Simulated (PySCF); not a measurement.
# CH4BFOS (SMILES COB(F)S) at 4 levels

We compute a comparison of 4 runs (HF/3-21G, HF/def2-SVP, PBE0/def2-SVP, r2SCAN/def2-SVP) of CH4BFOS. The job is set up through a Python script.

Program for the calculation: PySCF 2.14.0.

### Step 1. The system as given

CH4BFOS has 9 atoms, charge 0, and is taken as a singlet. SMILES: `COB(F)S`. The coordinates come from a PBE0-D4/def2-TZVP relaxation. This is one conformer, not always the lowest.

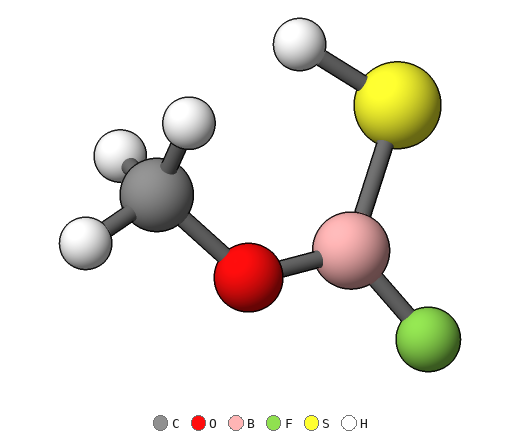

Viewed from a chosen angle; carbon grey, oxygen red, boron pink, fluorine green, sulfur yellow, hydrogen white.

### Step 2. Energy and gradient at HF/3-21G (run 1)

File start.xyz:

```xyz
9

C      0.905400    -0.203000     0.761200
O      0.392000    -0.802100    -0.406000
B     -0.675300    -0.354100    -1.088100
F     -1.026800    -1.039500    -2.170000
S     -1.708500     1.093100    -0.705400
H      1.235400     0.821700     0.566800
H      1.763400    -0.792500     1.081600
H      0.161700    -0.199500     1.563500
H     -1.047200     1.475800     0.396600
```

File calc.py:

```python
import pyscf.grad
from pyscf import gto, scf

mol = gto.Mole()
mol.atom = 'start.xyz'
mol.max_memory = 1860
mol.verbose = 4
mol.charge = 0
mol.basis = '3-21g'
mol.build()

mf = scf.RHF(mol)
mf.conv_tol = 1e-10
mf.kernel()
if not mf.converged:
    mf = mf.newton().run(mf.mo_coeff, mf.mo_occ)

e_tot = mf.e_tot
print('E = %.10f Eh' % e_tot)
grad = mf.Gradients().kernel()
dip = mf.dip_moment()
pop, q = mf.mulliken_pop()
```

On the command line:

```console
OMP_NUM_THREADS=1 python calc.py
```

Output:

```text
PySCF version 2.14.0

[... 65 lines left out ...]
converged SCF energy = -633.568987313098
[... 12 lines left out ...]
Dipole moment(X, Y, Z, Debye):  2.19647,  1.09555,  3.48144
[... 67 lines left out ...]
charge of    8H =      0.06260
```

It took 2 s on 1 thread of Intel Xeon at 2.70GHz, shared host; peak memory 0.13 GiB.

### Step 3. Energy and gradient at HF/def2-SVP (run 2)

File run.py:

```python
from pyscf import gto, scf

molecule = gto.Mole()
molecule.atom = '''
C    0.905400  -0.203000   0.761200
O    0.392000  -0.802100  -0.406000
B   -0.675300  -0.354100  -1.088100
F   -1.026800  -1.039500  -2.170000
S   -1.708500   1.093100  -0.705400
H    1.235400   0.821700   0.566800
H    1.763400  -0.792500   1.081600
H    0.161700  -0.199500   1.563500
H   -1.047200   1.475800   0.396600
'''
molecule.max_memory = 1860
molecule.basis = 'def2-svp'
molecule.verbose = 4
molecule.build()

mf = scf.RHF(molecule)
mf.conv_tol = 1e-10
mf.kernel()
if not mf.converged:
    mf = mf.newton().run(mf.mo_coeff, mf.mo_occ)

e_final = mf.e_tot
print('E = %.10f Eh' % e_final)
grad = mf.nuc_grad_method().kernel()
mf.analyze()
```

On the command line:

```console
OMP_NUM_THREADS=1 python run.py
```

Output:

```text
PySCF version 2.14.0

[... 82 lines left out ...]
Two-electron Energy =                  455.244725586318168
[... 13 lines left out ...]
MO #10  energy= -1.5848186035994   occ= 2
[... 11 lines left out ...]
MO #22  energy= -0.499352335132309 occ= 2
[... 11 lines left out ...]
MO #34  energy= 0.410621253972687  occ= 0
[... 11 lines left out ...]
MO #46  energy= 0.877193908575064  occ= 0
[... 11 lines left out ...]
MO #58  energy= 1.44717591224944   occ= 0
[... 11 lines left out ...]
MO #70  energy= 1.91328766511539   occ= 0
[... 11 lines left out ...]
MO #82  energy= 2.99931599649328   occ= 0
[... 11 lines left out ...]
MO #94  energy= 4.23738805456605   occ= 0
[... 106 lines left out ...]
Dipole moment(X, Y, Z, Debye):  1.56191,  1.32632,  3.03878
```

Wall time 11 s (1 thread of Intel Xeon at 2.70GHz, shared host); peak memory 0.19 GiB.

Run 3 isn't shown in full; the table further down has it.

### Step 4. Energy and forces at r2SCAN/def2-SVP (run 4)

File mol.xyz:

```xyz
9

C      0.905400    -0.203000     0.761200
O      0.392000    -0.802100    -0.406000
B     -0.675300    -0.354100    -1.088100
F     -1.026800    -1.039500    -2.170000
S     -1.708500     1.093100    -0.705400
H      1.235400     0.821700     0.566800
H      1.763400    -0.792500     1.081600
H      0.161700    -0.199500     1.563500
H     -1.047200     1.475800     0.396600
```

File run.py:

```python
import pyscf.grad
from pyscf import gto, dft

mol = gto.M(
    atom='mol.xyz',
    max_memory=1860,
    basis='def2-svp',
    verbose=4,
)

mf = dft.RKS(mol)
mf.xc = 'r2scan'
mf.conv_tol = 1e-10
mf.grids.level = 5
mf.kernel()
if not mf.converged:
    mf = mf.newton().run(mf.mo_coeff, mf.mo_occ)

etot = mf.e_tot
print('Final energy', etot)
grad = mf.Gradients().kernel()
dip = mf.dip_moment()
pop, q = mf.mulliken_pop()
```

On the command line:

```console
OMP_NUM_THREADS=1 python run.py
```

Output:

```text
PySCF version 2.14.0

[... 82 lines left out ...]
converged SCF energy = -638.29814788297
Final energy -638.2981478829699
[... 12 lines left out ...]
Dipole moment(X, Y, Z, Debye):  1.56791,  1.07526,  2.78631
[... 104 lines left out ...]
charge of    8H =      0.08540
```

Run time: 60 s. Hardware: 1 thread of Intel Xeon at 2.70GHz, shared host; peak memory 0.97 GiB.

### Step 5. The series

| run | level | integration grid | energy (Eh) | dipole moment (D) | HOMO energy (eV) | LUMO energy (eV) | wall time |
| --- | --- | --- | --- | --- | --- | --- | --- |
| 1 | HF/3-21G | – | -633.568987 | 4.26 | -11.08 | 4.79 | 2 s |
| 2 | HF/def2-SVP | – | -636.540041 | 3.67 | -10.80 | 4.13 | 11 s |
| 3 | PBE0/def2-SVP | 5 | -638.049846 | 3.40 | -7.82 | 0.80 | 41 s |
| 4 | r2SCAN/def2-SVP | 5 | -638.298148 | 3.37 | -6.86 | 0.25 | 60 s |

### Step 6. Outcome

| quantity | value |
| --- | --- |
| run 4: total energy | -638.29815 Eh |
| run 4: dipole moment | 3.37 D |
| run 4: HOMO energy | -6.86 eV |
| run 4: LUMO energy | 0.25 eV |
| run 4: HOMO–LUMO gap | 7.11 eV |
| run 4: largest force on an atom | 0.336 eV/Å |

**Reading.** The dipole moment (its size) runs from 3.37 D (r2SCAN/def2-SVP) to 4.26 D (HF/3-21G). The two ends differ in method and basis. The HOMO–LUMO gap runs from 7.11 eV (r2SCAN/def2-SVP) to 15.88 eV (HF/3-21G). Totals of different functionals can't be ranked against each other. All runs together took 1.9 min, the longest 60 s.
